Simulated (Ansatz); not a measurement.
A series of calculations on C3H5ClOS

### Relaxation

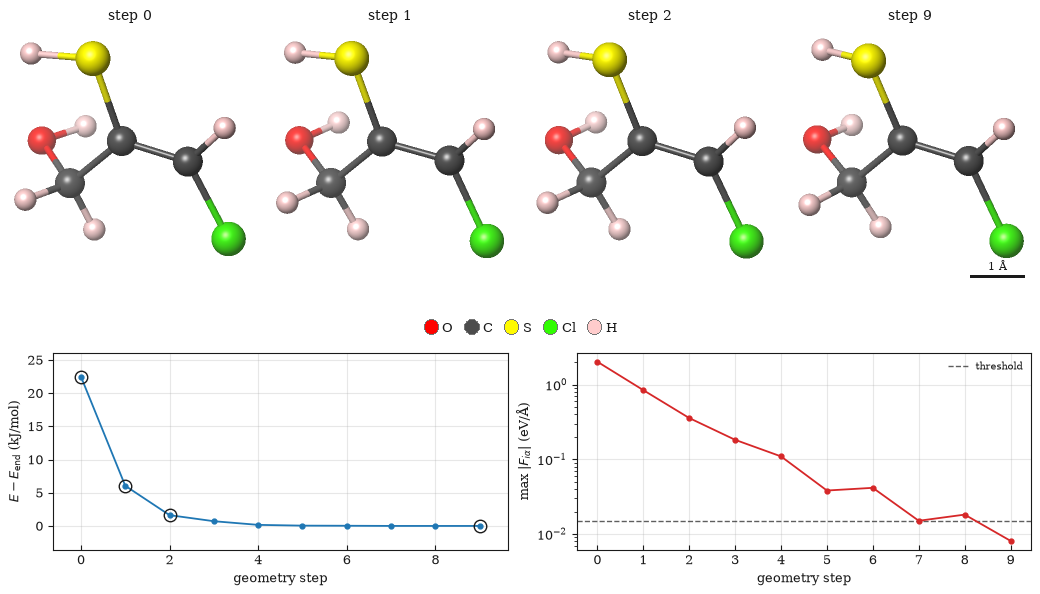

Frames of a relaxation of C$_{3}$H$_{5}$ClOS, marked on the history of the run. Style: ball-and-stick. Shown at a tilt.

The run prepares an end point of a later path (torsion) calculation, from a guessed geometry.

All numbers below come from RKS CAM-B3LYP/def2-SVP in Ansatz. Settings: no spin polarisation; force threshold 0.015 eV/Å; at most 40 steps.

What happens along the run?

An H atom moves most after the best rigid fit: 0.30 Å. Largest moves by element: H 0.30 Å, O 0.12 Å, S 0.10 Å, C 0.07 Å, Cl 0.06 Å. Some distances before and after: H–O 1.019 → 0.965 Å, H–S 1.392 → 1.350 Å, C–H 1.066 → 1.101 Å, C–Cl 1.713 → 1.736 Å. Bond angles that change, for instance: C–O–H 103.6° → 108.3°, S–C–C 115.2° → 118.9°, O–C–C 109.6° → 112.5°. The energy falls by 22.5 kJ/mol in 9 geometry steps. The largest force component goes from 2 to 0.0081 eV/Å. From step 0 to 1: an H atom moves most (0.15 Å), energy −16.4 kJ/mol. From step 1 to 2: an H atom moves most (0.08 Å), energy −4.43 kJ/mol. From step 2 to 9: an H atom moves most (0.10 Å), energy −1.63 kJ/mol.

| step | E − E(0), kJ/mol | largest force component, eV/Å |
| --- | --- | --- |
| 0 | 0.00 | 2.0277 |
| 1 | -16.43 | 0.8452 |
| 2 | -20.86 | 0.3576 |
| 3 | -21.77 | 0.1826 |
| 4 | -22.32 | 0.1095 |
| 5 | -22.44 | 0.0382 |
| 6 | -22.46 | 0.0415 |
| 7 | -22.48 | 0.0150 |
| 8 | -22.48 | 0.0182 |
| 9 | -22.48 | 0.0081 |

### Relaxation

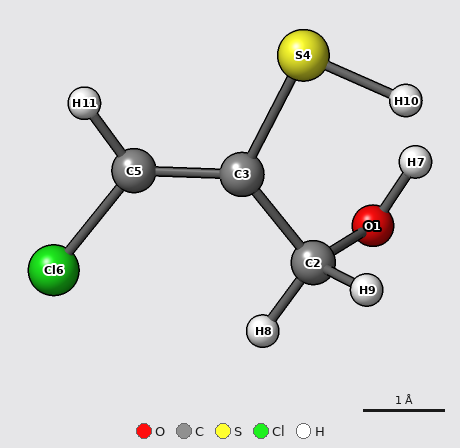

Starting structure of C3H5ClOS. A ball-and-stick model, seen at a tilt.

The run prepares an end point of a later path (torsion) calculation, from a guessed geometry.

All numbers below come from RKS CAM-B3LYP/def2-SVP in Ansatz.

Input file:
```yaml
crystal:
  periodic: [false, false, false]
  atoms:
    - { symbol: O, position_ang: [-1.4718, -1.2172, -0.0304] }
    - { symbol: C, position_ang: [-0.3685, -0.661, -0.7019] }
    - { symbol: C, position_ang: [0.414, 0.1855, 0.2394] }
    - { symbol: S, position_ang: [-0.35903, 1.65326, 0.91459] }
    - { symbol: C, position_ang: [1.62715, -0.10326, 0.73948] }
    - { symbol: Cl, position_ang: [2.58112, -1.46554, 0.32736] }
    - { symbol: H, position_ang: [-1.9938, -0.4025, 0.2898] }
    - { symbol: H, position_ang: [0.2685, -1.4919, -1.0572] }
    - { symbol: H, position_ang: [-0.7005, -0.0953, -1.5428] }
    - { symbol: H, position_ang: [-1.41046, 1.67353, 0.00304] }
    - { symbol: H, position_ang: [2.17174, 0.5651, 1.4342] }
basis:
  gaussian: { orbitals: def2-SVP }
hamiltonian:
  xc: cam_b3lyp
relax:
  f_tol: 0.015
  max_steps: 40
```

Command:
```bash
ansatz run input.yaml --threads 2 --pin off --max-ram 3072MiB --backend cpu --events-out ev --progress --plain --runs-dir out
```

Where does the relaxation end?

H10 moves most after the best rigid fit: 0.68 Å. By element the largest moves are H 0.68 Å, S 0.35 Å, Cl 0.19 Å, O 0.15 Å, C 0.11 Å. Some distances before and after: O1–H7 1.019 → 0.968 Å, C2–H9 1.066 → 1.111 Å, S4–H10 1.392 → 1.353 Å, C2–C3 1.488 → 1.508 Å. Bond angles that change, for instance: C2–O1–H7 103.6° → 107.5°, C3–C2–H9 111.1° → 107.9°, O1–C2–C3 109.6° → 112.7°. Groups turn about C3–S4 by about 50°. The energy falls by 0.322 eV in 11 geometry steps. The largest force component goes from 2.1 to 0.012 eV/Å. Cost: 56 s on 2 threads of Arm Neoverse V1, on a shared host, peak memory 0.35 GiB.

Final geometry:

```xyz
11

O    -1.5751   -1.2852   -0.1064
C    -0.4114   -0.7463   -0.6645
C     0.3446    0.1300    0.3019
S    -0.5950    1.4478    1.0608
C     1.6060   -0.0338    0.7038
Cl    2.6257   -1.3354    0.1945
H    -2.0308   -0.5719    0.3628
H     0.2297   -1.5809   -0.9775
H    -0.6302   -0.1439   -1.5720
H    -0.8957    2.1041   -0.0840
H     2.0907    0.6562    1.3961
```

After the run, drawn alike:

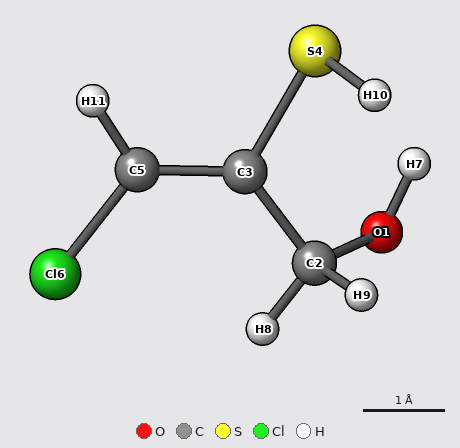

### Path

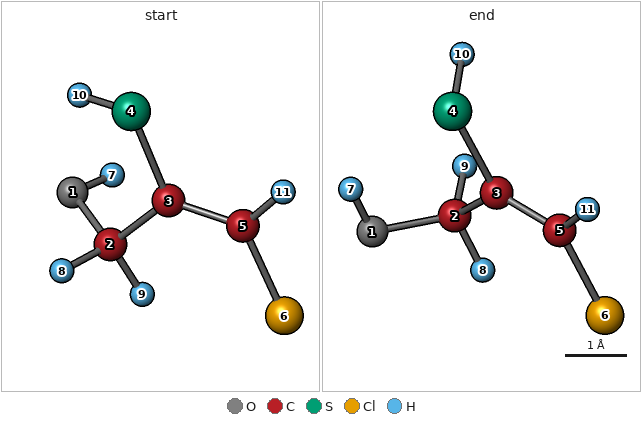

The two relaxed end points of a path for C$_{3}$H$_{5}$ClOS. Style: ball-and-stick. Shown at a tilt.

Method: Ansatz 0.2.0, RKS CAM-B3LYP/def2-SVP.

Settings: 7 movable images; climbing image; force threshold 0.05 eV/Å; iteration limit 54.

Start:
```xyz
11

O    -1.4032   -1.3097   -0.0131
C    -0.3687   -0.6283   -0.6834
C     0.4822    0.1970    0.2527
S     1.0531   -0.6259    1.7160
C     0.8715    1.4548    0.0246
Cl    0.5017    2.3405   -1.4222
H    -2.0529   -0.6594    0.2821
H     0.2621   -1.4036   -1.1456
H    -0.7527    0.0171   -1.4890
H    -0.0078   -1.4594    1.7665
H     1.4799    2.0198    0.7321
```

End:
```xyz
11

O    -0.5484   -1.7549   -0.8407
C    -0.7469   -0.3833   -0.6521
C     0.2952    0.2369    0.2436
S     0.5158   -0.5387    1.8391
C     1.1161    1.2410   -0.0686
Cl    1.1532    2.0197   -1.6131
H    -0.3568   -2.1434    0.0248
H    -0.7148    0.1002   -1.6373
H    -1.7452   -0.1677   -0.2145
H    -0.7382   -0.3145    2.2960
H     1.8354    1.6478    0.6435
```

Predict the minimum-energy path and its barrier.

Answer. Forward barrier 21.7 kJ/mol, backward barrier 14.5 kJ/mol, with image 5 at the top; the reaction energy is +7.2 kJ/mol. The motion is a rotation about the C2–C3 bond by about 105°, with a turn of about 30° about C3–S4. No bond forms or breaks between the ends. Among the angles between lasting bonds that change up to the highest image: C2–C3–S4 116.1° → 120.4°, C3–S4–H10 93.7° → 97.5°. The band converged in 24 iterations, with a climbing image at the top. At the top, the vibrational analysis gives one imaginary mode (180i cm⁻¹), as a transition state must have.

Energies of the converged images:

```csv
image,path (Å),E (kJ/mol)
0,0.00,0.0
1,0.54,1.5
2,1.07,4.9
3,1.61,11.7
4,2.16,18.9
5,2.70,21.7
6,3.44,17.0
7,4.17,10.2
8,4.91,7.2
```

The geometry at the top of the path:

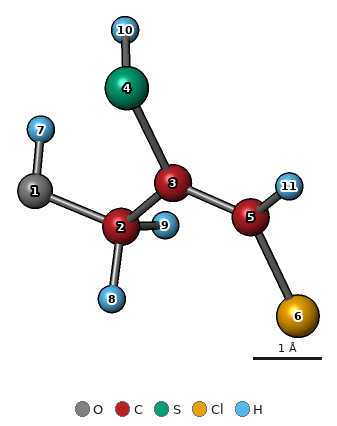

Cost: 12 min on 2 threads of Arm Neoverse V1, with other jobs on the host, peak memory 0.35 GiB.
